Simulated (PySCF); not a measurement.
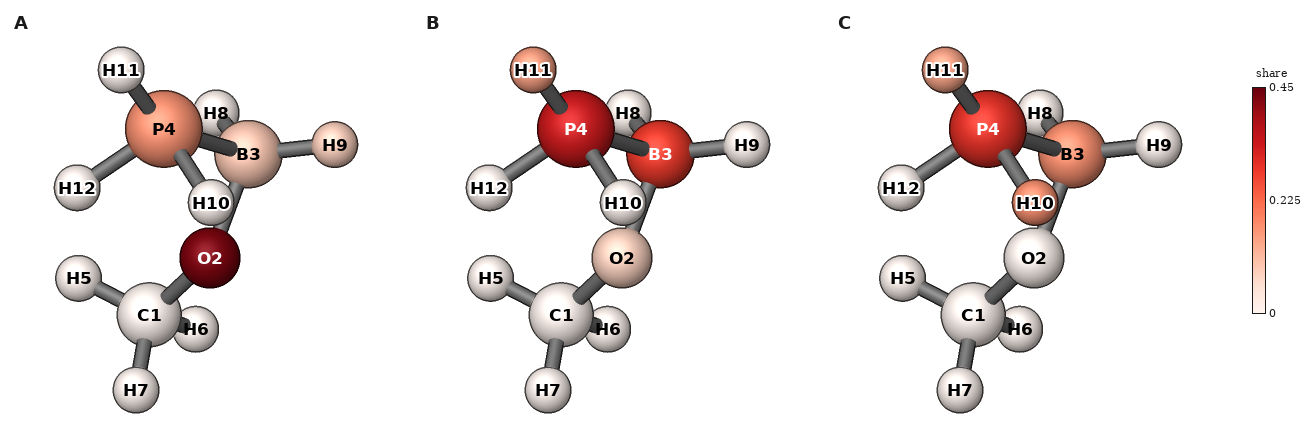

Each panel colours the atoms by their Löwdin share in one orbital (up to four of the largest shares; other atoms are shown as zero). Geometry: a frame of a GFN2-xTB molecular-dynamics simulation, not a minimum. Method: PBE0/def2-SVPD (PySCF 2.14.0).

> The panels show the HOMO, LUMO, LUMO+1, in some order. Which is which?

A: HOMO, −7.07 eV; O2 0.43, P4 0.17, B3 0.09, H9 0.08
B: LUMO, −0.02 eV; P4 0.33, B3 0.28, H11 0.15, O2 0.07
C: LUMO+1, 0.42 eV; P4 0.29, B3 0.17, H10 0.17, H11 0.14
